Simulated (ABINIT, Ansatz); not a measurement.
## AlGaN2 (P-4m2): G0W0 with ABINIT, start to end

How does a plane-wave GW calculation on AlGaN2 (P-4m2) run from the first input to the gap?

Program: ABINIT 10.8.3. Level of theory: LDA and many-body steps on it, plane waves. Results are calculated unless marked as measured.

## 1. Set-up

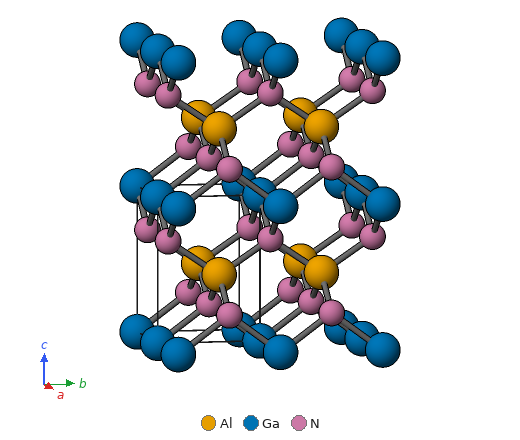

The cell as given, slightly off an axis (aluminium orange, gallium blue, nitrogen pink). 2×2×2 cells are drawn. Some periodic images of atoms are drawn too.

As a file:

```cif
data_structure
_symmetry_space_group_name_H-M 'P 1'
_symmetry_Int_Tables_number 1
_cell_length_a 3.1409
_cell_length_b 3.1409
_cell_length_c 4.4238
_cell_angle_alpha 90.000
_cell_angle_beta 90.000
_cell_angle_gamma 90.000
_cell_volume 43.64
loop_
_atom_site_label
_atom_site_type_symbol
_atom_site_fract_x
_atom_site_fract_y
_atom_site_fract_z
_atom_site_occupancy
Al1 Al 0.50000 0.50000 0.50000 1
Ga2 Ga 0.00000 0.00000 0.00000 1
N3 N 0.50000 0.00000 0.73826 1
N4 N 0.00000 0.50000 0.26174 1
```

The cell and positions are those that the Materials Project relaxed with its own functionals (PBE, PBE+U or r2SCAN), kept fixed.

## 2. Ground state

This step: ABINIT 10.8.3; DFT, LDA, plane waves, norm-conserving pseudopotentials.

The ground-state density comes first.

run.abi reads:

```
acell 3*1.0 Angstrom
rprim 
  3.140877048700 0.000000000000 0.000000000000
  0.000000000000 3.140877048700 0.000000000000
  0.000000000000 0.000000000000 4.423837940000
ntypat 3
znucl 13 31 7
natom 4
typat 1 2 3 3
xred 
  0.500000000000 0.500000000000 0.500000000000
  0.000000000000 0.000000000000 0.000000000000
  0.500000000000 0.000000000000 0.738264810000
  0.000000000000 0.500000000000 0.261735190000
pp_dirpath "pseudos"
pseudos "Al.upf, Ga.upf, N.upf"
ecut 36
ngkpt 6 6 6
nshiftk 1
shiftk 0 0 0
kptopt 1
chksymbreak 0
nband 19
occopt 1
tolvrs 1e-10
nstep 60
prtwf 0
optforces 0
optstress 0
indata_prefix "in"
outdata_prefix "out"
tmpdata_prefix "tmp"
```

Launch:

```sh
OMP_NUM_THREADS=1 mpirun -n 4 abinit run.abi > log
```

Numbers of over 12 decimals in the logs are rounded to 6 here.

The program printed:

```text
.Version 10.8.3 of ABINIT. v10.8.2 released Aug 2026.

 Symmetries : space group P-4 m 2 (#115); Bravais tP (primitive tetrag.)
================================================================================
 Values of the parameters that define the memory need of the present run
     intxc =       0    ionmov =       0      iscf =       7    lmnmax =       6
     lnmax =       6     mgfft =      48  mpssoang =       3    mqgrid =    3001
     natom =       4  nloc_mem =       1    nspden =       1   nspinor =       1
    nsppol =       1      nsym =       8    n1xccc =    2501    ntypat =       3
    occopt =       1   xclevel =       1
-    mband =          19        mffmem =           1         mkmem =          10
       mpw =        3080          nfft =       62208          nkpt =          40
================================================================================
  Rough estimation (10% accuracy) of disk space for files :
================================================================================

--------------------------------------------------------------------------------
------------- Echo of variables that govern the present computation ------------
--------------------------------------------------------------------------------
 -outvars: echo values of preprocessed input variables --------
            acell      1.8897261259E+00  1.8897261259E+00  1.8897261259E+00 Bohr

      chksymbreak           0
             ecut      3.60000000E+01 Hartree
-          fftalg         312

              ixc       -1012
              kpt      0.00000000E+00  0.00000000E+00  0.00000000E+00
                       1.66666667E-01  0.00000000E+00  0.00000000E+00
                       3.33333333E-01  0.00000000E+00  0.00000000E+00
                       5.00000000E-01  0.00000000E+00  0.00000000E+00
                       1.66666667E-01  1.66666667E-01  0.00000000E+00
                       3.33333333E-01  1.66666667E-01  0.00000000E+00
                       5.00000000E-01  1.66666667E-01  0.00000000E+00
                       3.33333333E-01  3.33333333E-01  0.00000000E+00
                       5.00000000E-01  3.33333333E-01  0.00000000E+00
   [... 29 further rows ...]
                       5.00000000E-01  3.33333333E-01  5.00000000E-01
                       5.00000000E-01  5.00000000E-01  5.00000000E-01
         kptrlatt        6    0    0      0    6    0      0    0    6
          kptrlen      3.56123845E+01
P           mkmem          10
            natom           4
            nband          19
            ngfft          36      36      48
             nkpt          40
            nstep          60
             nsym           8
           ntypat           3
              occ      2.000000  2.000000  2.000000  2.000000  2.000000  2.000000
                       2.000000  2.000000  2.000000  2.000000  2.000000  2.000000
                       2.000000  0.000000  0.000000  0.000000  0.000000  0.000000
                       0.000000
        optforces           0
        optstress           0
            prtwf           0
            rprim      3.1408770487E+00  0.0000000000E+00  0.0000000000E+00
[...]
spgroup         115

           tolvrs      1.00000000E-10

             xred      5.0000000000E-01  5.0000000000E-01  5.0000000000E-01
[...]
znucl       13.00000   31.00000    7.00000

================================================================================

 chkinp: Checking input parameters for consistency.

================================================================================
== DATASET  1 ==================================================================
-   mpi_nproc: 4, omp_nthreads: 1 (-1 if OMP is not activated)

--- !DatasetInfo
iteration_state: {dtset: 1, }
dimensions: {natom: 4, nkpt: 40, mband: 19, nsppol: 1, nspinor: 1, nspden: 1, mpw: 3080, }
cutoff_energies: {ecut:  36.0, pawecutdg:  -1.0, }
electrons: {nelect:   2.60000000E+01, charge:   0.00000000E+00, occopt:   1.00000000E+00, tsmear:   1.00000000E-02, }

 Real(R)+Recip(G) space primitive vectors, cartesian coordinates (Bohr,Bohr^-1):
 R(1)=  5.9353974  0.0000000  0.0000000  G(1)=  0.1684807  0.0000000  0.0000000
 R(2)=  0.0000000  5.9353974  0.0000000  G(2)=  0.0000000  0.1684807  0.0000000
 R(3)=  0.0000000  0.0000000  8.3598421  G(3)=  0.0000000  0.0000000  0.1196195
 Unit cell volume ucvol=  2.9450840E+02 bohr^3
 Angles (23,13,12)=  9.00000000E+01  9.00000000E+01  9.00000000E+01 degrees

 getcut: wavevector=  0.0000  0.0000  0.0000  ngfft=  36  36  48
         ecut(hartree)=     36.000   => boxcut(ratio)=   2.12582

--- Pseudopotential description ------------------------------------------------
- Al Generated using ONCVPSP code by D. R. Hamann
- 13.00000   3.00000  180309                  znucl, zion, pspdat
12 -1012 2 -1 1854                            pspcod,pspxc,lmax,lloc,mmax
     nproj     2     2     2
  pspatm : epsatm=    0.57439143
         --- l  ekb(1:nproj) -->
[...]
pspatm: atomic psp has been read  and splines computed

- Ga Generated using ONCVPSP code by D. R. Hamann
- 31.00000  13.00000  180309                  znucl, zion, pspdat
12 -1012 2 -1 1858                            pspcod,pspxc,lmax,lloc,mmax
     nproj     2     2     2
  pspatm : epsatm=   24.58383104
         --- l  ekb(1:nproj) -->
[...]
pspatm: atomic psp has been read  and splines computed

- N Generated using ONCVPSP code by D. R. Hamann
-  7.00000   5.00000  180309                  znucl, zion, pspdat
12 -1012 1 -1 1058                            pspcod,pspxc,lmax,lloc,mmax
     nproj     2     2     0
  pspatm : epsatm=    5.30777321
         --- l  ekb(1:nproj) -->
[...]
pspatm: atomic psp has been read  and splines computed

   9.30117991E+02                                ecore*ucvol(ha*bohr**3)
--------------------------------------------------------------------------------

_setup2: Arith. and geom. avg. npw (full set) are    3037.218    3037.197

================================================================================

--- !BeginCycle
iteration_state: {dtset: 1, }
solver: {iscf: 7, nstep: 60, nline: 4, wfoptalg: 0, }
tolerances: {tolvrs: 1.00E-10, }

     iter   Etot(hartree)      deltaE(h)  residm     vres2
 ETOT  1  -98.088309287702    -9.809E+01 5.438E-01 1.973E+03
 ETOT  2  -99.102496839913    -1.014E+00 4.704E-02 2.054E+03
 ETOT  3  -99.605792361824    -5.033E-01 1.794E-02 5.765E+01
 ETOT  4  -99.610372525820    -4.580E-03 1.781E-02 3.162E+01
 ETOT  5  -99.614277199014    -3.905E-03 6.760E-03 1.710E+00
 ETOT  6  -99.614695920274    -4.187E-04 1.141E-02 1.261E-01
 ETOT  7  -99.614714300602    -1.838E-05 3.172E-03 5.478E-03
 ETOT  8  -99.614714993183    -6.926E-07 3.209E-03 1.041E-05
 ETOT  9  -99.614714993771    -5.885E-10 2.613E-03 1.251E-05
 ETOT 10  -99.614714995470    -1.698E-09 1.800E-03 1.482E-07
 ETOT 11  -99.614714995509    -3.971E-11 8.758E-04 5.043E-10
 ETOT 12  -99.614714995511    -1.805E-12 5.391E-04 2.199E-12

 At SCF step   12       vres2   =  2.20E-12 < tolvrs=  1.00E-10 =>converged.

--- !ResultsGS
iteration_state: {dtset: 1, }
comment   : Summary of ground state results
lattice_vectors:
- [  5.9353974,   0.0000000,   0.0000000, ]
- [  0.0000000,   5.9353974,   0.0000000, ]
- [  0.0000000,   0.0000000,   8.3598421, ]
lattice_lengths: [   5.93540,    5.93540,    8.35984, ]
lattice_angles: [ 90.000,  90.000,  90.000, ] # degrees, (23, 13, 12)
lattice_volume:   2.9450840E+02
convergence: {deltae: -1.805E-12, res2:  2.199E-12, residm:  5.391E-04, diffor:  0.000E+00, }
etotal    :  -9.96147150E+01
entropy   :   0.00000000E+00
fermie    :   1.93186353E-01
cartesian_stress_tensor: null
pressure_GPa: null
xred      :
- [  5.0000E-01,   5.0000E-01,   5.0000E-01, Al]
- [  0.0000E+00,   0.0000E+00,   0.0000E+00, Ga]
- [  5.0000E-01,   0.0000E+00,   7.3826E-01,  N]
- [  0.0000E+00,   5.0000E-01,   2.6174E-01,  N]
cartesian_forces: null
force_length_stats: {min: null, max: null, mean: null, }

 Integrated electronic density in atomic spheres:
 ------------------------------------------------
 Atom  Sphere_radius  Integrated_density
[...]
================================================================================

 ----iterations are completed or convergence reached----

 Mean square residual over all n,k,spin=   25.204E-07; max=  53.907E-05
 reduced coordinates (array xred) for    4 atoms
       0.500000000000      0.500000000000      0.500000000000
       0.000000000000      0.000000000000      0.000000000000
       0.500000000000      0.000000000000      0.738264810000
       0.000000000000      0.500000000000      0.261735190000
 rms dE/dt=  0.0000E+00; max dE/dt=  0.0000E+00; dE/dt below (all hartree)
    1       0.000000000000      0.000000000000      0.000000000000
    2       0.000000000000      0.000000000000      0.000000000000
    3       0.000000000000      0.000000000000      0.000000000000
    4       0.000000000000      0.000000000000      0.000000000000

 cartesian coordinates (angstrom) at end:
    1      1.570439     1.570439     2.211919
    2      0.000000     0.000000     0.000000
    3      1.570439     0.000000     3.265964
    4      0.000000     1.570439     1.157874
 length scales=  1.889726125908  1.889726125908  1.889726125908 bohr
              =  1.000000000000  1.000000000000  1.000000000000 angstroms
 prteigrs : about to open file out_EIG
 Fermi (or HOMO) energy (hartree) =   0.19319   Average Vxc (hartree)=  -0.42767
 Eigenvalues (hartree) for nkpt=  40  k points:
 kpt#   1, nband= 19, wtk=  0.00463, kpt=  0.0000  0.0000  0.0000 (reduced coord)
  -0.37069   -0.32465   -0.29176   -0.29176   -0.29028   -0.28436   -0.23340   -0.01226
   0.10721    0.10721    0.18456    0.19319    0.19319    0.29910    0.32298    0.46786
   0.60114    0.60114    0.60529
 prteigrs : prtvol=0 or 1, do not print more k-points.

--- !EnergyTerms
iteration_state     : {dtset: 1, }
comment             : Components of total free energy in Hartree
kinetic             :  7.81312702091404E+01
hartree             :  2.96431404407885E+01
xc                  : -2.79078684143511E+01
Ewald energy        : -6.37089821239304E+01
psp_core            :  3.15820532765057E+00
local_psp           : -7.88953130645268E+01
non_local_psp       : -4.00351673702825E+01
total_energy        : -9.96147149955112E+01
total_energy_eV     : -2.71065448552617E+03
band_energy         : -2.99850662032617E+00

== END DATASET(S) ==============================================================
================================================================================

 -outvars: echo values of variables after computation  --------
           etotal     -9.9614714996E+01
            nband          19
             nkpt          40
          spgroup         115
 [... the other variables as echoed above ...]

 Calculation completed.
```

The job ended after 64 s (4 MPI ranks of Intel Xeon Platinum 8259CL at 2.50GHz (Skylake/Cascade Lake), shared host; peak memory 0.37 GiB; 4.2 min of CPU time).

This step gave:

- total energy: -2710.6545 eV
- gap: 2.882 eV
- k of the valence top: 0, 0, 0
- k of the conduction bottom: 0, 0, 0
- least direct gap: 2.882 eV

The gap is direct, at Γ.

(Continued in part 2 of 3.)

[Paths, hosts, dates, memory and timing lines, banners, echoed tables and standing remarks are left out of the program output.]

[Logs are printed without paths, hosts, clocks, repeated set-up lines and the standing remarks that a program may print on its own settings, such as how far it seeks lower states.]

[Runs of the session that timed out or met a known fault of the program may be left out.]

[Hosts, paths, dates, database ids (printed as entryN), source tags and the programs' standing remarks are cut or masked in the printed files.]

[G0W0 gaps are taken among the corrected bands and points alone; a level outside them can change the order at an edge.]

[Where Ansatz stands beside ABINIT at settings called matched, ABINIT's density can come from a denser mesh and the files from another edition; pairs whose starting gaps differed by over 0.03 eV were left out, so agreement reads better than it is.]
